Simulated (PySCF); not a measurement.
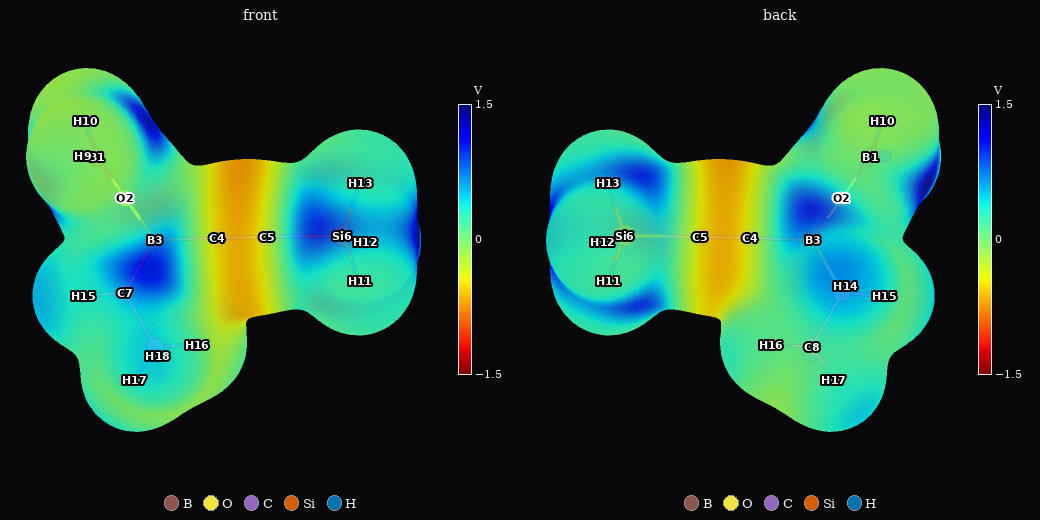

*C₄H₁₀B₂OSi. The molecular electrostatic potential painted on the density surface at 0.002 e/bohr³, seen from the front and from behind; red is negative and blue positive.*

Geometry: GFN2-xTB.

The calculation used PBE0/pcSseg-1, SCF density, gas phase, non-relativistic (PySCF 2.14.0).

Input file:

```
{"job": {"kind": "nmr", "xc": "PBE0", "basis": "pcSseg-1"}, "charge": 0, "multiplicity": 1}
B     -1.344741     3.124032     0.020600
O     -1.038997     1.866310    -0.000146
B     -0.727796     0.596835    -0.022441
C      0.742857     0.172517    -0.025612
C      1.904009    -0.174146    -0.024163
Si     3.672878    -0.706707    -0.013560
C     -1.879473    -0.525842    -0.072555
C     -1.522861    -1.834085     0.635373
H     -1.478178     3.674155     1.057235
H     -1.489757     3.706182    -0.997203
H      3.896585    -1.502175     1.197026
H      3.918978    -1.509903    -1.215201
H      4.528670     0.483519    -0.010193
H     -2.088468    -0.750686    -1.123106
H     -2.808644    -0.131469     0.346183
H     -0.615046    -2.259196     0.213467
H     -2.326801    -2.561176     0.532553
H     -1.351976    -1.661847     1.695806
```

Launched as:

```sh
OMP_NUM_THREADS=1 python probes_run.py task.json out
```

Where is the surface potential most negative and most positive?

Answer. The most negative region (about −0.7 V) lies over C4 and C5, the most positive (about +1.4 V) over B1 and Si6.

How polar is the molecule by this calculation?

Answer. Its dipole moment is 0.62 D.
